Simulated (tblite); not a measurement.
**Geometry relaxation, with input and output: C$_{2}$H$_{4}$BrGaS (part 3 of 3)**

The same run, continued: C$_{2}$H$_{4}$BrGaS, multiplicity 3; IPEA1-xTB, U-SCC, GBSA solvent chcl3 (tblite 0.8.0). The geometry: force field.

Geometry of the input (Å):
```
Br -2.6240  0.3562  1.2851
Ga -1.6540  0.3870  -0.4716
C  0.2248  -0.1710  0.7604
C  0.7143  -0.1518  -0.6987
S  0.3447  1.4785  -1.4131
H  0.3725  -1.1805  1.1873
H  0.9305  0.5295  1.3494
H  0.0623  -0.8880  -1.2499
H  1.7175  -0.4062  -0.7660
```

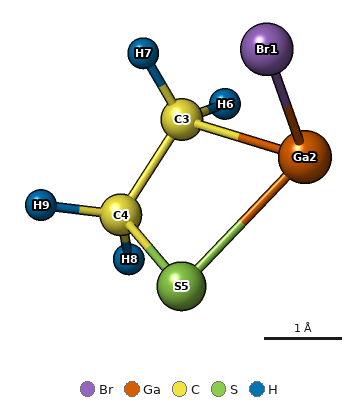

The geometry at step 52 of the log (ball-and-stick view, seen at a tilt; atoms are numbered from 1 in the order of the input).

### Trajectory as extended XYZ, continued
```
9
Properties=species:S:1:pos:R:3:forces:R:3 step=41 energy=-439.92455
Br   -2.3570    1.7245    1.6508    0.0028  -0.0010   0.0130
Ga   -1.8674    0.0641   -0.0083   -0.0183   0.0393  -0.0301
C     0.1817   -0.5710    0.4780   -0.0100   0.0150   0.0547
C     0.9425   -0.1187   -0.7137    0.0488  -0.0427  -0.0327
S    -0.3086    1.0007   -1.4870   -0.0289  -0.0382   0.0196
H     0.0465   -1.6496    0.5691    0.0365   0.0166  -0.0503
H     0.4484   -0.0764    1.4112   -0.0118  -0.0053  -0.0137
H     1.1847   -0.9048   -1.4255   -0.0059   0.0393   0.0447
H     1.8177    0.4847   -0.4915   -0.0133  -0.0230  -0.0052
9
Properties=species:S:1:pos:R:3:forces:R:3 step=42 energy=-439.92492
Br   -2.3495    1.7270    1.6518    0.0011  -0.0015   0.0097
Ga   -1.8686    0.0654   -0.0091   -0.0273   0.0266  -0.0067
C     0.1805   -0.5720    0.4776   -0.0069   0.0115   0.0358
C     0.9425   -0.1181   -0.7132    0.0331  -0.0193  -0.0099
S    -0.3124    0.9957   -1.4902    0.0034  -0.0325   0.0032
H     0.0451   -1.6505    0.5659    0.0319   0.0062  -0.0476
H     0.4461   -0.0799    1.4123   -0.0080   0.0009  -0.0126
H     1.1905   -0.9032   -1.4236   -0.0106   0.0279   0.0358
H     1.8145    0.4892   -0.4888   -0.0166  -0.0199  -0.0076
9
Properties=species:S:1:pos:R:3:forces:R:3 step=43 energy=-439.92547
Br   -2.3302    1.7352    1.6547   -0.0004  -0.0082  -0.0037
Ga   -1.8727    0.0687   -0.0094   -0.0259   0.0083   0.0377
C     0.1773   -0.5757    0.4773    0.0218   0.0622  -0.0238
C     0.9431   -0.1148   -0.7100   -0.0907  -0.0733  -0.0152
S    -0.3210    0.9810   -1.5009    0.0522  -0.0179  -0.0117
H     0.0435   -1.6538    0.5552    0.0133  -0.0430  -0.0300
H     0.4389   -0.0899    1.4163   -0.0046   0.0018  -0.0191
H     1.2044   -0.8981   -1.4179   -0.0171   0.0261   0.0463
H     1.8053    0.5012   -0.4825    0.0513   0.0440   0.0195
9
Properties=species:S:1:pos:R:3:forces:R:3 step=44 energy=-439.92580
Br   -2.3121    1.7418    1.6570   -0.0039  -0.0084  -0.0089
Ga   -1.8760    0.0710   -0.0091   -0.0227  -0.0024   0.0599
C     0.1746   -0.5782    0.4766    0.0000  -0.0001  -0.0505
C     0.9413   -0.1133   -0.7079    0.0144   0.0509   0.0350
S    -0.3277    0.9681   -1.5109    0.0635  -0.0046  -0.0262
H     0.0409   -1.6575    0.5461    0.0067  -0.0168  -0.0179
H     0.4328   -0.0985    1.4191    0.0061   0.0120  -0.0109
H     1.2167   -0.8933   -1.4123   -0.0182  -0.0104   0.0250
H     1.7981    0.5136   -0.4757   -0.0460  -0.0202  -0.0055
9
Properties=species:S:1:pos:R:3:forces:R:3 step=45 energy=-439.92604
Br   -2.3076    1.7430    1.6578   -0.0056  -0.0016  -0.0039
Ga   -1.8770    0.0717   -0.0083   -0.0088  -0.0045   0.0445
C     0.1737   -0.5788    0.4762   -0.0044  -0.0002  -0.0420
C     0.9411   -0.1122   -0.7068    0.0060   0.0337   0.0210
S    -0.3279    0.9647   -1.5145    0.0399   0.0006  -0.0175
H     0.0406   -1.6584    0.5434    0.0049  -0.0129  -0.0143
H     0.4310   -0.1005    1.4197    0.0052   0.0082  -0.0131
H     1.2189   -0.8921   -1.4103   -0.0109  -0.0172   0.0214
H     1.7957    0.5165   -0.4743   -0.0261  -0.0062   0.0039
9
Properties=species:S:1:pos:R:3:forces:R:3 step=46 energy=-439.92644
Br   -2.2856    1.7505    1.6611   -0.0092   0.0052  -0.0025
Ga   -1.8803    0.0738   -0.0053    0.0191   0.0022   0.0163
C     0.1695   -0.5827    0.4736   -0.0032   0.0061   0.0082
C     0.9402   -0.1079   -0.7032   -0.0044   0.0088  -0.0090
S    -0.3327    0.9493   -1.5299    0.0010  -0.0004   0.0105
H     0.0376   -1.6633    0.5316    0.0025   0.0037  -0.0085
H     0.4231   -0.1105    1.4222   -0.0023  -0.0127  -0.0429
H     1.2320   -0.8871   -1.4016    0.0050  -0.0159   0.0143
H     1.7848    0.5316   -0.4658   -0.0085   0.0029   0.0136
9
Properties=species:S:1:pos:R:3:forces:R:3 step=47 energy=-439.92651
Br   -2.2779    1.7546    1.6618   -0.0105   0.0141   0.0047
Ga   -1.8811    0.0750   -0.0026    0.0202  -0.0048   0.0003
C     0.1678   -0.5837    0.4727   -0.0305  -0.0636  -0.0635
C     0.9395   -0.1055   -0.7019    0.0099  -0.0416  -0.0285
S    -0.3348    0.9429   -1.5345   -0.0213   0.0123   0.0052
H     0.0374   -1.6654    0.5256    0.0006   0.0287  -0.0035
H     0.4200   -0.1155    1.4209    0.0205   0.0283   0.0480
H     1.2377   -0.8860   -1.3972    0.0023   0.0113   0.0224
H     1.7800    0.5374   -0.4618    0.0089   0.0153   0.0149
9
Properties=species:S:1:pos:R:3:forces:R:3 step=48 energy=-439.92663
Br   -2.2755    1.7562    1.6620   -0.0098   0.0115   0.0021
Ga   -1.8813    0.0751   -0.0018    0.0164  -0.0019   0.0013
C     0.1670   -0.5848    0.4716   -0.0106  -0.0122  -0.0186
C     0.9396   -0.1053   -0.7019    0.0019  -0.0098  -0.0023
S    -0.3358    0.9410   -1.5360   -0.0158   0.0080   0.0060
H     0.0373   -1.6659    0.5237   -0.0030   0.0016  -0.0019
H     0.4192   -0.1168    1.4213    0.0087   0.0059   0.0067
H     1.2395   -0.8854   -1.3957    0.0133  -0.0077  -0.0035
H     1.7786    0.5396   -0.4604   -0.0012   0.0047   0.0102
9
Properties=species:S:1:pos:R:3:forces:R:3 step=49 energy=-439.92669
Br   -2.2723    1.7585    1.6623   -0.0087   0.0071  -0.0022
Ga   -1.8813    0.0753   -0.0009    0.0058   0.0007   0.0077
C     0.1661   -0.5858    0.4706    0.0010   0.0049   0.0023
C     0.9396   -0.1049   -0.7017   -0.0021   0.0003   0.0066
S    -0.3377    0.9386   -1.5376   -0.0017   0.0038   0.0024
H     0.0368   -1.6667    0.5214   -0.0043  -0.0081  -0.0019
H     0.4182   -0.1187    1.4212    0.0043  -0.0022  -0.0075
H     1.2426   -0.8849   -1.3941    0.0138  -0.0045  -0.0117
H     1.7766    0.5423   -0.4583   -0.0080  -0.0021   0.0043
9
Properties=species:S:1:pos:R:3:forces:R:3 step=50 energy=-439.92673
Br   -2.2722    1.7603    1.6619   -0.0073   0.0054  -0.0027
Ga   -1.8810    0.0754    0.0004   -0.0040   0.0001   0.0093
C     0.1657   -0.5863    0.4698    0.0043   0.0014   0.0129
C     0.9397   -0.1049   -0.7018   -0.0035   0.0036   0.0057
S    -0.3386    0.9378   -1.5372    0.0071   0.0020  -0.0032
H     0.0371   -1.6674    0.5199   -0.0056  -0.0067   0.0000
H     0.4182   -0.1196    1.4206    0.0028  -0.0044  -0.0067
H     1.2441   -0.8850   -1.3934    0.0118   0.0006  -0.0163
H     1.7757    0.5432   -0.4573   -0.0056  -0.0020   0.0011
9
Properties=species:S:1:pos:R:3:forces:R:3 step=51 energy=-439.92676
Br   -2.2699    1.7639    1.6618   -0.0053   0.0020  -0.0046
Ga   -1.8813    0.0757    0.0027   -0.0048   0.0055   0.0039
C     0.1647   -0.5880    0.4694    0.0206   0.0248  -0.0213
C     0.9396   -0.1047   -0.7019   -0.0088   0.0111   0.0266
S    -0.3403    0.9355   -1.5389    0.0121  -0.0124   0.0047
H     0.0363   -1.6688    0.5170   -0.0069  -0.0226   0.0055
H     0.4178   -0.1220    1.4202    0.0033  -0.0065   0.0026
H     1.2487   -0.8841   -1.3927    0.0024   0.0097  -0.0114
H     1.7730    0.5461   -0.4546   -0.0126  -0.0117  -0.0060
9
Properties=species:S:1:pos:R:3:forces:R:3 step=52 energy=-439.92680
Br   -2.2701    1.7654    1.6615   -0.0041   0.0007  -0.0050
Ga   -1.8814    0.0759    0.0036   -0.0058   0.0049   0.0043
C     0.1649   -0.5883    0.4688    0.0065  -0.0049   0.0071
C     0.9395   -0.1049   -0.7017    0.0061   0.0019  -0.0063
S    -0.3407    0.9349   -1.5386    0.0123  -0.0112   0.0013
H     0.0359   -1.6696    0.5163   -0.0041   0.0002   0.0041
H     0.4181   -0.1227    1.4201    0.0010  -0.0100  -0.0047
H     1.2504   -0.8836   -1.3931   -0.0085   0.0220   0.0030
H     1.7721    0.5465   -0.4539   -0.0034  -0.0035  -0.0039
9
Properties=species:S:1:pos:R:3:forces:R:3 step=53 energy=-439.92682
Br   -2.2712    1.7656    1.6612   -0.0038   0.0025  -0.0027
Ga   -1.8815    0.0760    0.0040   -0.0020   0.0032  -0.0004
C     0.1652   -0.5884    0.4689    0.0004  -0.0115   0.0037
C     0.9396   -0.1051   -0.7018    0.0034   0.0012  -0.0044
S    -0.3403    0.9351   -1.5381    0.0042  -0.0086   0.0011
H     0.0358   -1.6697    0.5166   -0.0027   0.0041   0.0031
H     0.4185   -0.1227    1.4199    0.0022  -0.0077   0.0001
H     1.2503   -0.8832   -1.3937   -0.0075   0.0134   0.0003
H     1.7721    0.5460   -0.4541    0.0059   0.0034  -0.0008
9
Properties=species:S:1:pos:R:3:forces:R:3 step=54 energy=-439.92685
Br   -2.2691    1.7678    1.6612   -0.0030   0.0034  -0.0020
Ga   -1.8821    0.0767    0.0050    0.0041   0.0003  -0.0029
C     0.1650   -0.5896    0.4686   -0.0042  -0.0059  -0.0009
C     0.9395   -0.1046   -0.7013    0.0094  -0.0047  -0.0066
S    -0.3410    0.9323   -1.5396   -0.0060  -0.0014  -0.0005
H     0.0348   -1.6707    0.5149   -0.0019  -0.0003   0.0021
H     0.4181   -0.1250    1.4200    0.0026  -0.0068   0.0042
H     1.2532   -0.8813   -1.3934   -0.0092   0.0091   0.0047
H     1.7702    0.5482   -0.4525    0.0083   0.0062   0.0018
9
Properties=species:S:1:pos:R:3:forces:R:3 step=55 energy=-439.92685
Br   -2.2643    1.7725    1.6611   -0.0010   0.0006  -0.0049
Ga   -1.8831    0.0779    0.0069    0.0077  -0.0009  -0.0006
C     0.1641   -0.5916    0.4677   -0.0038  -0.0328  -0.0130
C     0.9400   -0.1039   -0.7006   -0.0184   0.0263   0.0223
S    -0.3434    0.9269   -1.5429   -0.0004  -0.0006   0.0016
H     0.0330   -1.6733    0.5113    0.0024   0.0271  -0.0014
H     0.4169   -0.1299    1.4206    0.0042  -0.0034   0.0087
H     1.2586   -0.8779   -1.3921    0.0016  -0.0205  -0.0128
H     1.7667    0.5530   -0.4492    0.0076   0.0044   0.0003
9
Properties=species:S:1:pos:R:3:forces:R:3 step=56 energy=-439.92688
Br   -2.2643    1.7724    1.6610   -0.0010   0.0013  -0.0042
Ga   -1.8830    0.0779    0.0069    0.0056  -0.0023  -0.0003
C     0.1641   -0.5918    0.4677    0.0000  -0.0027  -0.0037
C     0.9398   -0.1036   -0.7004   -0.0068   0.0023   0.0041
S    -0.3434    0.9269   -1.5428   -0.0027   0.0035  -0.0014
H     0.0332   -1.6730    0.5113   -0.0001   0.0023  -0.0013
H     0.4169   -0.1299    1.4205    0.0019  -0.0062   0.0053
H     1.2584   -0.8782   -1.3921   -0.0037  -0.0038  -0.0004
H     1.7669    0.5530   -0.4493    0.0068   0.0054   0.0019
9
Properties=species:S:1:pos:R:3:forces:R:3 step=57 energy=-439.92688
Br   -2.2638    1.7728    1.6609   -0.0009   0.0011  -0.0043
Ga   -1.8829    0.0779    0.0070    0.0036  -0.0026   0.0005
C     0.1640   -0.5920    0.4675    0.0012   0.0027   0.0008
C     0.9398   -0.1034   -0.7002   -0.0012   0.0015   0.0010
S    -0.3437    0.9265   -1.5430   -0.0013   0.0045  -0.0023
H     0.0331   -1.6731    0.5109   -0.0008  -0.0022  -0.0016
H     0.4168   -0.1304    1.4206    0.0014  -0.0064   0.0043
H     1.2587   -0.8781   -1.3918   -0.0037  -0.0004   0.0010
H     1.7667    0.5535   -0.4490    0.0016   0.0018   0.0006
9
Properties=species:S:1:pos:R:3:forces:R:3 step=58 energy=-439.92689
Br   -2.2629    1.7738    1.6606   -0.0004   0.0008  -0.0042
Ga   -1.8829    0.0780    0.0074    0.0010  -0.0031   0.0006
C     0.1638   -0.5924    0.4673    0.0038   0.0072   0.0059
C     0.9398   -0.1029   -0.6999   -0.0008  -0.0011  -0.0024
S    -0.3443    0.9255   -1.5437    0.0017   0.0051  -0.0020
H     0.0330   -1.6735    0.5099   -0.0011  -0.0049  -0.0028
H     0.4166   -0.1317    1.4209    0.0008  -0.0061   0.0032
H     1.2594   -0.8776   -1.3913   -0.0022   0.0030   0.0020
H     1.7663    0.5546   -0.4483   -0.0026  -0.0010  -0.0004
9
Properties=species:S:1:pos:R:3:forces:R:3 step=59 energy=-439.92690
Br   -2.2626    1.7750    1.6599    0.0003   0.0003  -0.0037
Ga   -1.8826    0.0780    0.0079   -0.0018  -0.0024  -0.0006
C     0.1638   -0.5928    0.4672    0.0019   0.0042   0.0099
C     0.9396   -0.1025   -0.6996    0.0109   0.0049  -0.0029
S    -0.3448    0.9250   -1.5441    0.0016   0.0052  -0.0006
H     0.0328   -1.6739    0.5089   -0.0010  -0.0039  -0.0037
H     0.4167   -0.1334    1.4214    0.0014  -0.0036   0.0033
H     1.2597   -0.8771   -1.3910   -0.0006   0.0037   0.0018
H     1.7660    0.5555   -0.4478   -0.0128  -0.0083  -0.0033
9
Properties=species:S:1:pos:R:3:forces:R:3 step=60 energy=-439.92691
Br   -2.2621    1.7771    1.6587    0.0018  -0.0012  -0.0033
Ga   -1.8822    0.0780    0.0088   -0.0051  -0.0011  -0.0021
C     0.1638   -0.5936    0.4672    0.0047   0.0058   0.0095
C     0.9397   -0.1017   -0.6991   -0.0014  -0.0069  -0.0050
S    -0.3456    0.9241   -1.5448    0.0043   0.0037   0.0032
H     0.0325   -1.6748    0.5071   -0.0004  -0.0029  -0.0051
H     0.4170   -0.1364    1.4224    0.0013  -0.0011   0.0014
H     1.2605   -0.8760   -1.3905    0.0020   0.0063   0.0029
H     1.7651    0.5570   -0.4468   -0.0071  -0.0027  -0.0015
9
Properties=species:S:1:pos:R:3:forces:R:3 step=61 energy=-439.92692
Br   -2.2627    1.7779    1.6576    0.0022  -0.0015  -0.0021
Ga   -1.8820    0.0778    0.0091   -0.0047  -0.0003  -0.0034
C     0.1642   -0.5939    0.4675   -0.0004   0.0010   0.0090
C     0.9395   -0.1016   -0.6989    0.0052   0.0040  -0.0002
S    -0.3456    0.9245   -1.5446    0.0017   0.0022   0.0043
H     0.0323   -1.6751    0.5062   -0.0005  -0.0015  -0.0033
H     0.4176   -0.1378    1.4231    0.0016  -0.0002  -0.0017
H     1.2605   -0.8753   -1.3906    0.0027  -0.0002  -0.0009
H     1.7648    0.5572   -0.4466   -0.0078  -0.0035  -0.0017
9
Properties=species:S:1:pos:R:3:forces:R:3 step=62 energy=-439.92693
Br   -2.2625    1.7786    1.6569    0.0020  -0.0015  -0.0013
Ga   -1.8821    0.0777    0.0091   -0.0028  -0.0006  -0.0023
C     0.1643   -0.5941    0.4680   -0.0034  -0.0081  -0.0131
C     0.9393   -0.1014   -0.6987    0.0029  -0.0028   0.0009
S    -0.3458    0.9245   -1.5444    0.0006   0.0015   0.0035
H     0.0322   -1.6754    0.5053   -0.0006   0.0027   0.0000
H     0.4180   -0.1389    1.4236    0.0042   0.0048   0.0082
H     1.2609   -0.8750   -1.3905   -0.0009   0.0036   0.0040
H     1.7643    0.5576   -0.4463   -0.0020   0.0005   0.0001
9
Properties=species:S:1:pos:R:3:forces:R:3 step=63 energy=-439.92693
Br   -2.2622    1.7788    1.6567    0.0018  -0.0014  -0.0011
Ga   -1.8823    0.0777    0.0091   -0.0012  -0.0010  -0.0021
C     0.1643   -0.5943    0.4679   -0.0020  -0.0019  -0.0039
C     0.9393   -0.1014   -0.6987   -0.0012   0.0006   0.0028
S    -0.3458    0.9244   -1.5444    0.0003   0.0013   0.0029
H     0.0320   -1.6755    0.5050   -0.0008   0.0006   0.0004
H     0.4180   -0.1391    1.4238    0.0014   0.0000  -0.0010
H     1.2612   -0.8747   -1.3904    0.0002  -0.0009   0.0004
H     1.7640    0.5578   -0.4461    0.0016   0.0026   0.0015
```

### Summary

| quantity | value |
| --- | --- |
| outcome | converged |
| total energy | −16.167017 hartree |
| basis functions | 45 |
| largest force | 0.005 eV/Å |
| dipole moment | 4.91 D |
| hardware | 1 thread of Arm Neoverse V1, 24 GiB of memory available, shared host |
| wall time | 1.4 s |
| peak memory | 0.11 GiB |

The record of the run, not the program, notes: bonds changed in the optimisation.
